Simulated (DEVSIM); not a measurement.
System: Ti/SiO2/p-GaSb capacitor, at 450 K.

```tsv
layer (left to right)	material	thickness (nm)	Na (cm⁻³)
1	SiO2	21.0	-
2	GaSb	7600	6.2e15
```

Metal gate on the left, work function 4.33 eV. Fixed charge at the semiconductor interface 0 cm⁻² (in units of +e); no interface traps.

Constants are typed, rounded textbook-type inputs, not results; the design itself was drawn at random and stands for no fabricated device. Values at 300 K; Nc and Nv go as T^1.5, mobilities as T to minus their exponent, the gap by Varshni's rule with the affinity fixed.

```
parameter         SiO2     GaSb
----------------  ----  -------
gap (eV)             9    0.726
affinity (eV)      0.9     4.06
permittivity       3.9     15.7
Nc (cm⁻³)            -   2.1e17
Nv (cm⁻³)            -   1.8e19
Varshni α (eV/K)     -  0.00042
Varshni β (K)        -      140
```

DEVSIM, 1D Poisson equation in equilibrium, Boltzmann statistics, complete ionisation; no quantum confinement or tunnelling. Metal contacts follow the ideal Schottky-Mott rule: no Fermi-level pinning, no interface dipoles.

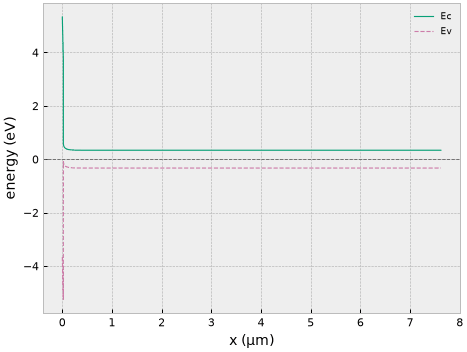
Figure: Band edges at -1.9 V on the gate

Energies count from the Fermi level of the right contact; mesh points crowd at the junctions.

```csv
x (μm),Ec (eV),Ev (eV),n (cm⁻³),p (cm⁻³),field (V/cm)
0.000,5.330,-3.670,< 1e2,< 1e2,-750000
0.001641,5.206,-3.794,< 1e2,< 1e2,-750000
0.005339,4.927,-4.073,< 1e2,< 1e2,-750000
0.01303,4.347,-4.653,< 1e2,< 1e2,-750000
0.01917,3.884,-5.116,< 1e2,< 1e2,-750000
0.02091,3.752,-5.248,< 1e2,< 1e2,-750000
0.02246,0.562,-0.106,1.9e11,2.2e18,-140000
0.02901,0.503,-0.165,9.0e11,4.7e17,-62000
0.04274,0.447,-0.221,3.8e12,1.1e17,-28000
0.07702,0.390,-0.277,1.6e13,2.6e16,-9800
0.1626,0.350,-0.318,4.7e13,9.1e15,-2100
0.5202,0.335,-0.332,6.7e13,6.3e15,-14
1.269,0.335,-0.332,6.8e13,6.3e15,≈ 0
3.139,0.335,-0.332,6.8e13,6.3e15,≈ 0
6.247,0.335,-0.332,6.8e13,6.3e15,≈ 0
7.090,0.335,-0.332,6.8e13,6.3e15,≈ 0
7.409,0.335,-0.332,6.8e13,6.3e15,≈ 0
7.537,0.335,-0.332,6.8e13,6.3e15,≈ 0
7.597,0.335,-0.332,6.8e13,6.3e15,≈ 0
7.612,0.335,-0.332,6.8e13,6.3e15,≈ 0
7.618,0.335,-0.332,6.8e13,6.3e15,≈ 0
7.621,0.335,-0.332,6.8e13,6.3e15,≈ 0
```
